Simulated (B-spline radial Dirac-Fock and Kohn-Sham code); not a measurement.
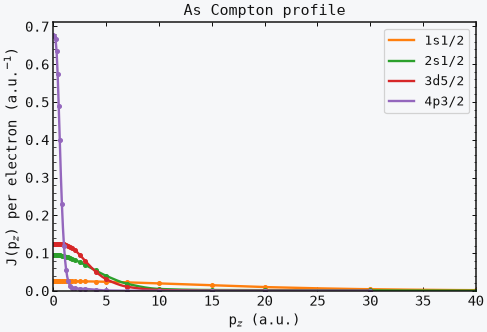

Compton profiles of the subshells 1s1/2, 2s1/2, 3d5/2 and 4p3/2, per electron. The figure is for atomic As in the configuration [Ar] 3d10 4s2 4p3. Level of theory: the impulse approximation on Dirac–Fock orbitals (average of configuration); calculated with a B-spline radial atomic code. Open shells are averaged over j.

Q: Which of the subshells shown has the highest J(0), and what does that say?

A: 4p3/2, J(0) = 0.677 a.u.⁻¹. J(0) is half the mean of 1/p, so of those shown it has the most weight at low momentum.

Q: Which of them has the largest mean momentum?

A: 1s1/2, ⟨p⟩ = 28.6 a.u.
